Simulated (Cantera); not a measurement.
Feed: 1 mol Si, a varied amount of F₂, at 473.15 K and 13300 Pa.

These are equilibrium values from Cantera (NASA tables, ideal gas, pure condensed phases), not measurements of a reactor. Candidate condensed phases: Si; 9 gas species. Kinetics and transport are ignored.

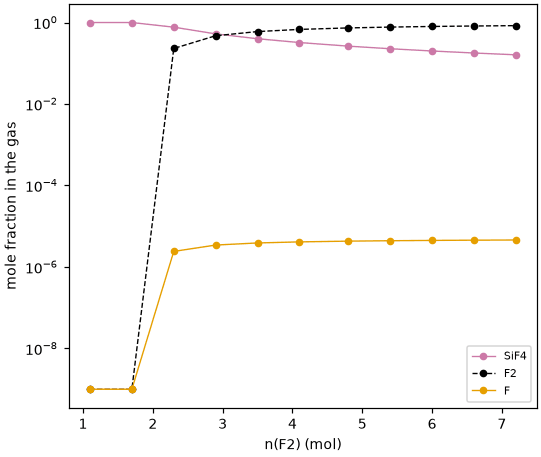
Figure. Equilibrium gas composition (values under 1e-9 drawn at 1e-9)

From 1.1 mol F₂ to 1.7 mol F₂ the condensed part is Si(s). From 2.3 mol F₂ to 7.2 mol F₂ nothing is condensed. The main Si-bearing gas is SiF₄ throughout.
